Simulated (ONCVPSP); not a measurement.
# La: pseudopotential generation

- system: lanthanum (La, Z = 57), core [Kr] 4d10, reference valence 5s2 5p6 5d1 6s1.5 (an ion of charge +0.5), valence charge 11.
- method: ONCV potential, PBEsol, non-relativistic, made with ONCVPSP 4.0.1

### Results in brief

- outcome: generated, with a spurious state above the valence levels
- cutoffs needed: 13 Ha and 16 Ha (the cutoffs at which the residual kinetic energy of the hardest occupied pseudo-wave falls to 1 and 0.1 mHa per electron); the channels without a valence shell are harder: f needs 27 Ha for 1 mHa
- ghost test: no bound ghost flagged; GHOST(+) flagged for s at 103.7 eV
- largest excitation error: +26 meV (all-electron minus pseudo) for 5s2 5p6 5d0 6s2 6p1, out of 4 test configurations
- rms error of d²Exc/dni dnj: 2.34 mHa without and 0.41 mHa with the model core
- clearest signs, in the scattering phases, of states that the all-electron atom lacks: s near 3.8 Ha
- range over which the phases arctan(r R′/R) at the test radius agree within 0.05 rad (a looser test near the poles than one of phase shifts): s: up to about 3.5 Ha; p: up to about 4.6 Ha; d: up to about 0.4 Ha; f: up to about 0.0 Ha
- hardware: 1 CPU thread, shared host
- wall time: 6 s

### Notes

The scattering phases show an s state near 3.8 Ha, 4.0 Ha above the channel's reference energy, that the all-electron atom lacks; it spoils states at that energy. Warnings of the program, in the generation or the tests: wellstate: localized bound state found for n= 4 l= 3.

### Input
```
# ATOM AND REFERENCE CONFIGURATION
# atsym  z   nc   nv     iexc    psfile
  La 57.00    9    4  -116133      upf
#
#   n    l    f
    1    0    2.00
    2    0    2.00
    2    1    6.00
    3    0    2.00
    3    1    6.00
    3    2   10.00
    4    0    2.00
    4    1    6.00
    4    2   10.00
    5    0    2.00
    5    1    6.00
    5    2    1.00
    6    0    1.50
#
# PSEUDOPOTENTIAL AND OPTIMIZATION
# lmax
    3
#
#   l,   rc,      ep,       ncon, nbas, qcut
    0    2.55    0.00    5    8    5.00
    1    2.55    0.00    5    9    6.70
    2    3.65    0.00    3    7    3.60
    3    3.50    0.03    3    7    3.10
#
# LOCAL POTENTIAL
# lloc, lpopt,  rc(5),   dvloc0
    4    5    2.10    0.00
#
# VANDERBILT-KLEINMAN-BYLANDER PROJECTORs
# l, nproj, debl
    0    2    1.00
    1    2    1.30
    2    2    1.70
    3    2    1.20
#
# MODEL CORE CHARGE
# icmod, fcfact, rcfact
    1    0.65    0.00
#
# LOG DERIVATIVE ANALYSIS
# epsh1, epsh2, depsh
   -3.00    5.00    0.02
#
# OUTPUT GRID
# rlmax, drl
    6.00    0.01
#
# TEST CONFIGURATIONS
# ncnf
    4
# nvcnf
#   n    l    f
    4
    5    0    2.00
    5    1    6.00
    5    2    1.00
    6    0    2.00
#
    4
    5    0    2.00
    5    1    6.00
    5    2    1.00
    6    0    1.00
#
    4
    5    0    2.00
    5    1    6.00
    5    2    1.00
    6    0    0.00
#
    5
    5    0    2.00
    5    1    6.00
    5    2    0.00
    6    0    2.00
    6    1    1.00
#
```

The log's header says scalar-relativistic, as this program prints it for non-relativistic runs too.

Run as:
```bash
oncvpspnr.x < La.dat > La.out
```

### The program's output (extracts)
```
ONCVPSP  (Optimized Norm-Conservinng Vanderbilt PSeudopotential)
scalar-relativistic version 4.0.1

#   n    l    f        energy (Ha)
    1    0    2.00    -1.3564590E+03
    2    0    2.00    -2.1001427E+02
    2    1    6.00    -1.9844041E+02
    3    0    2.00    -4.4978741E+01
    3    1    6.00    -3.9999248E+01
    3    2   10.00    -3.0718989E+01
    4    0    2.00    -9.1142608E+00
    4    1    6.00    -7.2736949E+00
    4    2   10.00    -4.0555330E+00
    5    0    2.00    -1.4213068E+00
    5    1    6.00    -9.2132022E-01
    5    2    1.00    -2.3206473E-01
    6    0    1.50    -2.0909055E-01

Reference configufation results
  iterations    25
  all-electron total energy (Ha)   -8.22022433D+03

Begin loop to  construct optimized pseudo wave functions
and semi-local pseudopoentials for all angular momenta

Calculating optimized projector #   1

 for l=   0

    Fraction of norm inside rc  0.943781
    Optimizing pswf for qcut=   4.99 a_B^-1,  ecut=  12.46 Ha
    Residual kinetic energy error=  2.68D-05 Ha

    Energy error per electron        Cutoff
         Ha          eV             Ha
         0.01000     0.27211        7.41
         0.00100     0.02721        9.63
         0.00010     0.00272       11.42
         0.00001     0.00027       21.36

Calculating optimized projector #   2

 for l=   0

    Fraction of norm inside rc  0.073634
    Optimizing pswf for qcut=   4.99 a_B^-1,  ecut=  12.46 Ha
    Residual kinetic energy error=  1.27D-05 Ha

    Energy error per electron        Cutoff
         Ha          eV             Ha
         0.01000     0.27211        5.83
         0.00100     0.02721        8.67
         0.00010     0.00272       10.78
         0.00001     0.00027       13.38

   Wellstate for l =  1  n =  7
     eigenvalue =   0.3787
     asymptotic potential =   0.8787
     half-point radius =  7.3645

Calculating optimized projector #   1

 for l=   1

    Fraction of norm inside rc  0.876868
    Optimizing pswf for qcut=   6.70 a_B^-1,  ecut=  22.45 Ha
    Residual kinetic energy error=  7.30D-08 Ha

    Energy error per electron        Cutoff
         Ha          eV             Ha
         0.01000     0.27211        9.41
         0.00100     0.02721       13.40
         0.00010     0.00272       16.25
         0.00001     0.00027       18.60

Calculating optimized projector #   2

 for l=   1

    Fraction of norm inside rc  0.079171
    Optimizing pswf for qcut=   6.70 a_B^-1,  ecut=  22.45 Ha
    Residual kinetic energy error=  3.45D-08 Ha

    Energy error per electron        Cutoff
         Ha          eV             Ha
         0.01000     0.27211        6.22
         0.00100     0.02721       12.01
         0.00010     0.00272       15.41
         0.00001     0.00027       18.14

   Wellstate for l =  2  n =  8
     eigenvalue =   1.4679
     asymptotic potential =   1.9679
     half-point radius =  6.5546

Calculating optimized projector #   1

 for l=   2

    Fraction of norm inside rc  0.806328
    Optimizing pswf for qcut=   3.60 a_B^-1,  ecut=   6.49 Ha
    Residual kinetic energy error=  5.71D-06 Ha

    Energy error per electron        Cutoff
         Ha          eV             Ha
         0.01000     0.27211        3.60
         0.00100     0.02721        4.68
         0.00010     0.00272        5.47
         0.00001     0.00027        6.69

Calculating optimized projector #   2

 for l=   2

    Fraction of norm inside rc  0.232354
    Optimizing pswf for qcut=   3.60 a_B^-1,  ecut=   6.49 Ha
    Residual kinetic energy error=  4.67D-04 Ha

    Energy error per electron        Cutoff
         Ha          eV             Ha
         0.01000     0.27211        4.80
         0.00100     0.02721        6.12
         0.00010     0.00272       11.23
         0.00001     0.00027       22.36

WARNING wellstate: localized bound state found for n= 4 l= 3
WARNING this state with energy -0.38917545
WARNING will be used for the first projector

   Wellstate for l =  3  n =  6
     eigenvalue =   0.8108
     asymptotic potential =   1.3108
     half-point radius =  5.7217

Calculating optimized projector #   1

 for l=   3

    Fraction of norm inside rc  0.995163
    Optimizing pswf for qcut=   3.10 a_B^-1,  ecut=   4.80 Ha
    Residual kinetic energy error=  5.31D-02 Ha

    Energy error per electron        Cutoff
         Ha          eV             Ha
         0.01000     0.27211       15.27
         0.00100     0.02721       26.55
         0.00010     0.00272       57.76

Calculating optimized projector #   2

 for l=   3

    Fraction of norm inside rc  0.425254
    Optimizing pswf for qcut=   3.10 a_B^-1,  ecut=   4.80 Ha
    Residual kinetic energy error=  5.39D-01 Ha

    Energy error per electron        Cutoff
         Ha          eV             Ha
         0.01000     0.27211       23.29
         0.00100     0.02721       39.87
         0.00010     0.00272       86.14

Construct Vanderbilt / Kleinmman-Bylander projectors

B matrix Hermiticity error, ll=   0
   1   2    2.2411E-09

  Orthonormal projector coefficients  5.4580E+00  4.7803E-01

B matrix Hermiticity error, ll=   1
   1   2   -5.0394E-09

  Orthonormal projector coefficients  3.9282E+00  2.7233E-01

B matrix Hermiticity error, ll=   2
   1   2    5.5869E-09

  Orthonormal projector coefficients  1.4704E+00 -4.6859E-01

B matrix Hermiticity error, ll=   3
   1   2    3.3110E-07

  Orthonormal projector coefficients -4.0487E+00 -1.8688E+00

Model core correction analysis
  based on d2Exc/dn_idn_j

d2excae - all-electron derivatives

   -2.482073D-02   -2.244996D-02   -1.141678D-02   -1.863999D-03
   -2.245336D-02   -2.198350D-02   -1.400900D-02   -2.444896D-03
   -1.149166D-02   -1.418545D-02   -1.676418D-02   -6.191232D-03
   -2.046987D-03   -2.941361D-03   -7.671800D-03   -6.379644D-03

d2excps - pseudofunction derivatives with no core correction

   -3.120652D-02   -2.656966D-02   -1.205375D-02   -2.650488D-03
   -2.657358D-02   -2.493721D-02   -1.460477D-02   -2.925825D-03
   -1.212865D-02   -1.478106D-02   -1.779585D-02   -6.396066D-03
   -2.833650D-03   -3.422321D-03   -7.876630D-03   -6.469696D-03

rms 2nd derivative error    2.342919E-03

Polynomial model core charge

d2excps - pseudofunction derivatives with core correction

   -2.367606D-02   -2.220252D-02   -1.126549D-02   -1.750966D-03
   -2.220583D-02   -2.228850D-02   -1.416518D-02   -2.406282D-03
   -1.134022D-02   -1.434147D-02   -1.778252D-02   -6.290168D-03
   -1.933935D-03   -2.902740D-03   -7.770738D-03   -6.363604D-03

rms 2nd derivative error    4.112307E-04

Pseudoatom total energy  -31.007050

Diagnostic tests using Vanderbilt-Kleinman-Bylander pseudopotentials
  1 or more projectors used as specified by nproj input data

   l    rcore       rmatch      e in        delta e   norm test  slope test

   0   2.5506367   2.6280795  -1.4213068   0.0000000   1.0000000   1.0000000
   0   2.5506367   2.6280795  -0.2090906   0.0000000   1.0000000   1.0000000

   1   2.5506367   2.6280795  -0.9213202   0.0000000   1.0000000   1.0000000
   1   2.5506367   2.6280795   0.3786798  -0.0000000   1.0000000   1.0000000

   2   3.6519721   3.7628538  -0.2320647  -0.0000094   0.9999808   0.9999344
   2   3.6519721   3.7628538   1.4679353  -0.0000256   0.9999476   0.9999476

   3   3.5022051   3.6085397  -0.3891755  -0.0000658   0.9960271   0.9959440
   3   3.5022051   3.6085397   0.8108245  -0.0005732   0.9989296   0.9989296

 Testing for bound ghosts
   n   l    E NL Schr. Eq   E Basis Diag.   E Cutoff

   1   0       -1.421307       -1.421307     40.66
   2   0       -0.209091       -0.194380     40.66

   2   1       -0.921320       -0.921318     60.93

   3   2       -0.232074       -0.232032     19.40

   4   3       -0.389241       -0.388047     24.35

 Testing for highly-localized positive-energy ghosts
       l    <radius>/rc     E Basis Diag.   E Cutoff

       0        0.835221        3.811946     40.66  WARNING - GHOST(+)

Test configuration 0

   n   l     f        eae           eps        diff
   1   0  2.0000-1356.45902589
   2   0  2.0000 -210.01426982
   2   1  6.0000 -198.44040645
   3   0  2.0000  -44.97874131
   3   1  6.0000  -39.99924849
   3   2 10.0000  -30.71898863
   4   0  2.0000   -9.11426084
   4   1  6.0000   -7.27369492
   4   2 10.0000   -4.05553305
   5   0  2.0000   -1.42130684   -1.42130684    0.00D+00
   5   1  6.0000   -0.92132022   -0.92132022    0.00D+00
   5   2  1.0000   -0.23206473   -0.23207412   -9.38D-06
   6   0  1.5000   -0.20909055   -0.20909055    0.00D+00

    Total energies and differences
      AE_ref= -8.22022433D+03  AE_tst= -8.22022433D+03  dif=  0.00D+00
      PS_ref= -3.10070498D+01  PS_tst= -3.10070498D+01  dif= -7.11D-15
      PSP excitation error=  7.11D-15

Test configuration 1

   n   l     f        eae           eps        diff
   1   0  2.0000-1356.35840456
   2   0  2.0000 -209.91392735
   2   1  6.0000 -198.34004917
   3   0  2.0000  -44.87838484
   3   1  6.0000  -39.89889024
   3   2 10.0000  -30.61864237
   4   0  2.0000   -9.01401351
   4   1  6.0000   -7.17346351
   4   2 10.0000   -3.95535130
   5   0  2.0000   -1.32156089   -1.32135794    2.03D-04
   5   1  6.0000   -0.82177953   -0.82166498    1.15D-04
   5   2  1.0000   -0.13740489   -0.13740044    4.45D-06
   6   0  2.0000   -0.12854542   -0.12854006    5.35D-06

    Total energies and differences
      AE_ref= -8.22022433D+03  AE_tst= -8.22030854D+03  dif= -8.42D-02
      PS_ref= -3.10070498D+01  PS_tst= -3.10912535D+01  dif= -8.42D-02
      PSP excitation error= -2.24D-06

Test configuration 2

   n   l     f        eae           eps        diff
   1   0  2.0000-1356.56945670
   2   0  2.0000 -210.12434459
   2   1  6.0000 -198.55049996
   3   0  2.0000  -45.08880674
   3   1  6.0000  -40.10931748
   3   2 10.0000  -30.82904781
   4   0  2.0000   -9.22411952
   4   1  6.0000   -7.38352847
   4   2 10.0000   -4.16529040
   5   0  2.0000   -1.53022572   -1.53049239   -2.67D-04
   5   1  6.0000   -1.02981908   -1.02996932   -1.50D-04
   5   2  1.0000   -0.33416657   -0.33417793   -1.14D-05
   6   0  1.0000   -0.29347924   -0.29350712   -2.79D-05

    Total energies and differences
      AE_ref= -8.22022433D+03  AE_tst= -8.22009881D+03  dif=  1.26D-01
      PS_ref= -3.10070498D+01  PS_tst= -3.08815194D+01  dif=  1.26D-01
      PSP excitation error= -5.91D-06

Test configuration 3

   n   l     f        eae           eps        diff
   1   0  2.0000-1356.81632961
   2   0  2.0000 -210.37029719
   2   1  6.0000 -198.79649647
   3   0  2.0000  -45.33467573
   3   1  6.0000  -40.35519848
   3   2 10.0000  -31.07491740
   4   0  2.0000   -9.46927225
   4   1  6.0000   -7.62860224
   4   2 10.0000   -4.41013217
   5   0  2.0000   -1.77194790   -1.77299982   -1.05D-03
   5   1  6.0000   -1.26969873   -1.27031754   -6.19D-04
   5   2  1.0000   -0.55664510   -0.55660639    3.87D-05

    Total energies and differences
      AE_ref= -8.22022433D+03  AE_tst= -8.21971820D+03  dif=  5.06D-01
      PS_ref= -3.10070498D+01  PS_tst= -3.05007859D+01  dif=  5.06D-01
      PSP excitation error= -1.34D-04

Test configuration 4

   n   l     f        eae           eps        diff
   1   0  2.0000-1356.48107956
   2   0  2.0000 -210.04073892
   2   1  6.0000 -198.46656165
   3   0  2.0000  -45.00388447
   3   1  6.0000  -40.02441604
   3   2 10.0000  -30.74460366
   4   0  2.0000   -9.13764887
   4   1  6.0000   -7.29705390
   4   2 10.0000   -4.07890649
   5   0  2.0000   -1.43570340   -1.43194556    3.76D-03
   5   1  6.0000   -0.92956785   -0.92684687    2.72D-03
   6   0  2.0000   -0.17108287   -0.17091567    1.67D-04
   6   1  1.0000   -0.08287948   -0.08289066   -1.12D-05

    Total energies and differences
      AE_ref= -8.22022433D+03  AE_tst= -8.22019968D+03  dif=  2.47D-02
      PS_ref= -3.10070498D+01  PS_tst= -3.09833422D+01  dif=  2.37D-02
      PSP excitation error=  9.45D-04
```

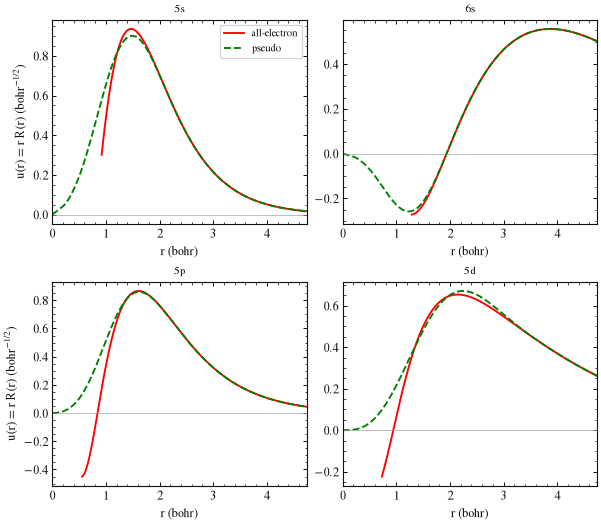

Fig. 1: Partial waves u(r) = r R(r), all-electron (solid) and pseudo (dashed). The innermost oscillations of some all-electron curves aren't drawn. Reference configuration 5s2 5p6 5d1 6s1.5.

- Matching radii: 5s at 2.55 bohr; 6s at 2.55 bohr; 5p at 2.55 bohr; 5d at 3.65 bohr. The curves merge smoothly, so the plot gives these only roughly.
- Nodes of the pseudo-waves: 5s has no node; 6s has a node at about 1.9 bohr; 5p has no node; 5d has no node. A node in 6s is expected, since a lower shell of the same l is also in the valence and the two must stay orthogonal.
- Cutoffs needed: 13 Ha (loose) and 16 Ha (tight), as the cutoffs at which the residual kinetic energy of the hardest occupied pseudo-wave falls to 1 and 0.1 mHa per electron.

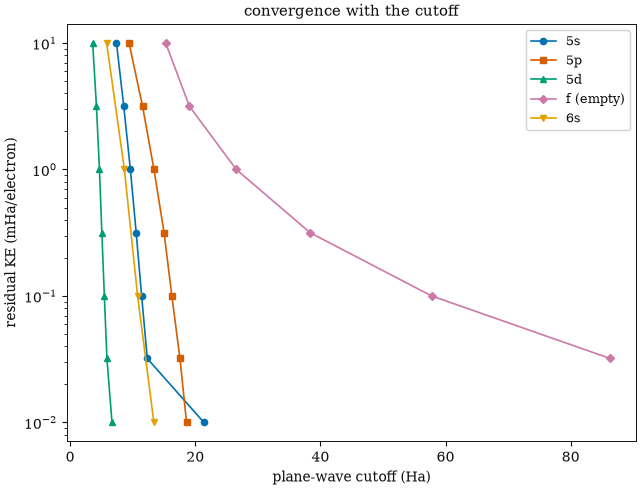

Fig. 2: Residual kinetic energy of the pseudo-waves (the first of each channel, and further valence shells) beyond the plane-wave cutoff, as the generator prints it.

- Cutoffs for 1 mHa per electron: f (empty): 27 Ha; 5p: 13 Ha; 5s: 9.6 Ha; 6s: 8.7 Ha; 5d: 4.7 Ha.
- Hardest wave at 1 mHa per electron: f (empty), with rc = 3.50 bohr and qcut = 3.1 1/bohr. The optimisation minimises, but can't always remove, the kinetic energy above qcut²/2 = 4.8 Ha, and a larger rc would as a rule soften the wave at some cost in transferability.
- Cutoffs for the occupied states: 13 Ha for 1 mHa and 16 Ha for 0.1 mHa per electron. The first is set by 5p.

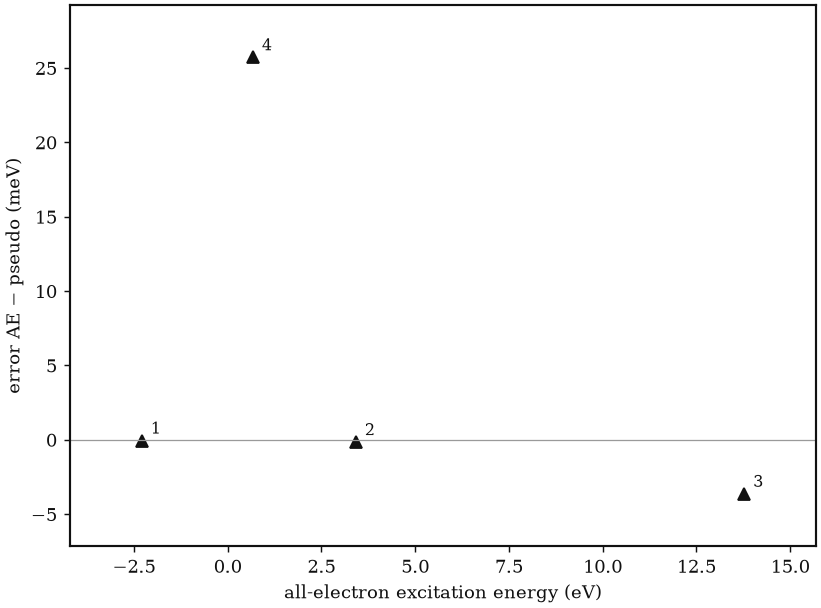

Fig. 3: Errors, all-electron minus pseudo, of the energies of valence configurations relative to the unpolarised reference 5s2 5p6 5d1 6s1.5. Points: 1 = 5s2 5p6 5d1 6s2; 2 = 5s2 5p6 5d1 6s1; 3 = 5s2 5p6 5d1 6s0; 4 = 5s2 5p6 5d0 6s2 6p1.

- Worst configuration: 5s2 5p6 5d0 6s2 6p1 (neutral): the error is +26 meV on an all-electron energy of +0.67 eV relative to the reference, or 3.8 %.
- Configurations within 10 meV and within 50 meV: 3 and 4 of 4.
